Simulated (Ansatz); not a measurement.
# P3H (triplet): inputs that go wrong at a displaced geometry (v1)

4 inputs are run for P3H (triplet) as typed; the log has to tell whether the result can be used and what must change.

Program: Ansatz 0.2.0, Gaussian basis. Level of theory: the settings change from run to run. These are calculated values, not measurements.

24 further runs of the same task are left out: 2 for a known fault of the program, 8 that didn't finish, 14 set aside as unsound or not needed. Runs told in other sessions of the task aren't counted.

## 1. The geometry

The geometry is a PBE0/def2-TZVP stationary point (not a proven minimum) with its atoms shifted at random (size 0.040 Å).

4 atoms, charge 0, spin multiplicity 3.

Atoms are counted from 1 here; the program's logs count them from 0.

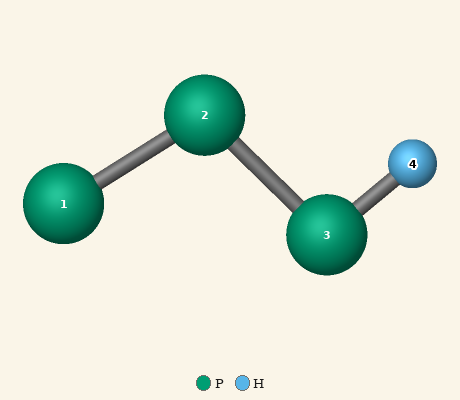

The geometry (phosphorus teal, hydrogen blue); atoms are numbered from 1 in the order of the file.

## 2. Input 1

Input file in.yaml:

```yaml
crystal:
  periodic: [false, false, false]
  atoms:
    - {symbol: P, position_ang: [-0.014670, -0.429388, 1.646396]}
    - {symbol: P, position_ang: [-0.015503, 0.852815, 0.044902]}
    - {symbol: P, position_ang: [0.032461, -0.440958, -1.608143]}
    - {symbol: H, position_ang: [-0.070316, 0.538735, -2.555322]}
basis:
  gaussian: {orbitals: cc-pVDZ, fitting: {mean_field: def2-universal-jkfit}}
magnetization: {spin_polarized: false, initial_magnetization: 2}
hamiltonian: {xc: r2scan}
correlation: {active_space: {window: {electrons: 4, orbitals: 4}}}
accuracy: high
```

Command:

```
$ ansatz run in.yaml --threads 1 --pin off --events-out ev --progress --plain --max-ram 2393MiB
```

Log:

```text
Error: invalid value for `correlation.active_space`: it starts from restricted Hartree–Fock orbitals; set hamiltonian.xc: hf without magnetization.spin_polarized
```

Run time: 0.03 s. Hardware: 1 thread of Arm Neoverse V1, shared host.

**Diagnosis.** The run was refused. An active space is asked on a functional's orbitals. Fix: start from Hartree-Fock.

## 3. Input 2

Input file in.yaml:

```yaml
crystal:
  periodic: [false, false, false]
  atoms:
    - {symbol: P, position_ang: [-0.014670, -0.429388, 1.646396]}
    - {symbol: P, position_ang: [-0.015503, 0.852815, 0.044902]}
    - {symbol: P, position_ang: [0.032461, -0.440958, -1.608143]}
    - {symbol: H, position_ang: [-0.070316, 0.538735, -2.555322]}
basis:
  gaussian: {orbitals: cc-pVDZ, point_charges: [{charge: 0.50, position_ang: [3.632, 0.822, -0.007]}]}
magnetization: {spin_polarized: false, initial_magnetization: 2}
hamiltonian: {xc: r2scan}
correlation: {method: sc_nevpt2, electrons: outside_noble_gas, active_space: {window: {electrons: 4, orbitals: 4}}}
```

Launched as before.

Log:

```text
Error: invalid value for `correlation.active_space`: it starts from restricted Hartree–Fock orbitals; set hamiltonian.xc: hf without magnetization.spin_polarized
```

Wall time 0.03 s (1 thread of Arm Neoverse V1, shared host).

**Diagnosis.** The run was refused. An active space is asked on a functional's orbitals. To mend it, start from Hartree-Fock.

## 4. Input 3

Input file in.yaml:

```yaml
crystal:
  periodic: [false, false, false]
  atoms:
    - {symbol: P, position_ang: [-0.014670, -0.429388, 1.646396]}
    - {symbol: P, position_ang: [-0.015503, 0.852815, 0.044902]}
    - {symbol: P, position_ang: [0.032461, -0.440958, -1.608143]}
    - {symbol: H, position_ang: [-0.070316, 0.538735, -2.555322]}
basis:
  gaussian: {orbitals: STO-3G}
magnetization: {spin_polarized: false, initial_magnetization: 2}
correlation: {method: mp2, frozen_orbitals: {P: 20}}
scf: {lower_state_search: light}
```

Same command.

Log:

```text
Functional definition: HF
  name "HF"
  cite "Fock, Z. Phys. 61, 126 (1930) doi:10.1007/BF01340294"
  parent pbe
  exchange = exact_x
  correlation = 0
Error: "frozen_orbitals" has no count for H
```

Run time: 0.03 s. Hardware: 1 thread of Arm Neoverse V1, shared host.

**Diagnosis.** The run was refused. The frozen-orbital counts are incomplete or too large. To mend it, leave frozen_orbitals out, or give each element a count that its core has.

## 5. Input 4

Input file in.yaml:

```yaml
crystal:
  periodic: [false, false, false]
  atoms:
    - {symbol: P, position_ang: [-0.007763, -0.227232, 0.871273]}
    - {symbol: P, position_ang: [-0.008204, 0.451310, 0.023762]}
    - {symbol: P, position_ang: [0.017178, -0.233355, -0.851029]}
    - {symbol: H, position_ang: [-0.037211, 0.285099, -1.352276]}
basis:
  gaussian: {orbitals: cc-pVDZ, point_charges: [{charge: -0.50, position_ang: [3.964, 0.947, -0.186]}]}
magnetization: {spin_polarized: false, initial_magnetization: 2}
correlation: {active_space: {ras: {orbitals: [7, 2, 35], electrons: 16, max_holes: 2, max_particles: 2}, fixed_orbitals: true}}
```

Same command.

Log:

```text
Functional definition: HF
  name "HF"
  cite "Fock, Z. Phys. 61, 126 (1930) doi:10.1007/BF01340294"
  parent pbe
  exchange = exact_x
  correlation = 0
624 factors; integrals over basis functions are off by at most 2.5e-4 eV
mean field evaluation 1: about -27693.7718 eV, gradient 1.7e1 eV
mean field evaluation 2: about -27693.8142 eV, gradient 1.7e1 eV
mean field evaluation 4: about -27695.1241 eV, gradient 3.2e0 eV
mean field evaluation 8: about -27695.2072 eV, gradient 2.2e-1 eV
mean field evaluation 16: about -27695.1189 eV, gradient 1.6e0 eV
mean field evaluation 32: about -27694.5024 eV, gradient 1.6e0 eV
mean field -27695.20943119 eV, -1017.7801741089 hartree, gradient 2.0e-6 eV, S^2 2.000000; 6 other end points of the search recorded, 0 dependent functions left out
reference -27695.20943119 eV, -1017.7801741089 hartree; 24, 22 occupied and 35, 37 virtual orbitals, 624 factors
state -27703.40032926 eV, -1018.0811840611 hartree
Total energy: -27703.40032926 eV, -1018.0811840611 hartree
```

Run time: 13 s. Hardware: 1 thread of Arm Neoverse V1, shared host.

Diagnosis: The run converged, which proves nothing about the input. The coordinates are scaled by the bohr-ångström factor. The shortest distance is 0.72 Å, against 1.37 Å in the geometry of step 1. Its energy belongs to another geometry. To mend it, restore the coordinates in ångström.

## 6. Summary

| input | level | ended | cause | time |
| --- | --- | --- | --- | --- |
| 1 | CASSCF(4,4)/cc-pVDZ | refused | an active space is asked on a functional's orbitals | 0.03 s |
| 2 | NEVPT2(4,4)/cc-pVDZ | refused | an active space is asked on a functional's orbitals | 0.03 s |
| 3 | MP2 on ROHF/STO-3G | refused | the frozen-orbital counts are incomplete or too large | 0.03 s |
| 4 | CISD/cc-pVDZ | converged | the coordinates are scaled by the bohr-ångström factor | 13 s |

3 refused, 1 converged. The input that converges on a wrong geometry or spin is the dangerous one: no error points at it, so geometry and ⟨S²⟩ have to be checked.
